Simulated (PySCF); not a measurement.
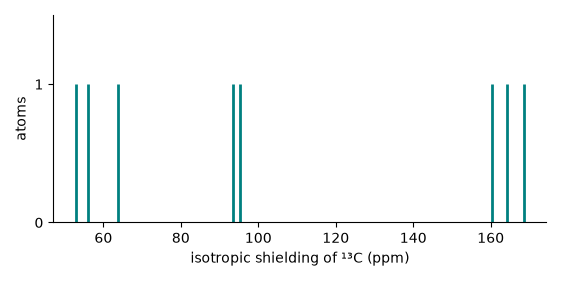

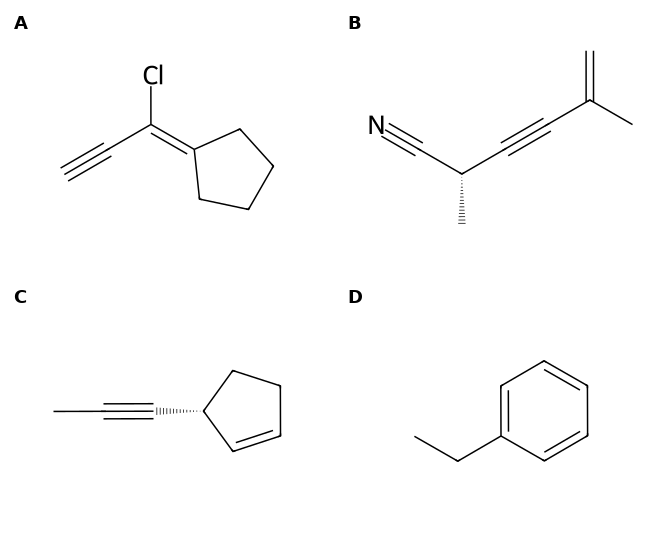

The sticks are computed shieldings of one of the molecules, for one fixed geometry (GFN2-xTB) without averaging over rotations. Low shielding means a high chemical shift. Method: GIAO PBE0/pcSseg-1 NMR shielding, non-relativistic, gas phase (PySCF 2.14.0).

> Which molecule gives this pattern?

B, `C=C(C)C#C[C@H](C)C#N`. Its 8 C atoms give lines at 52.8, 56.1, 63.7, 93.5, 95.2, 160.4, 164.2, 168.6 ppm.
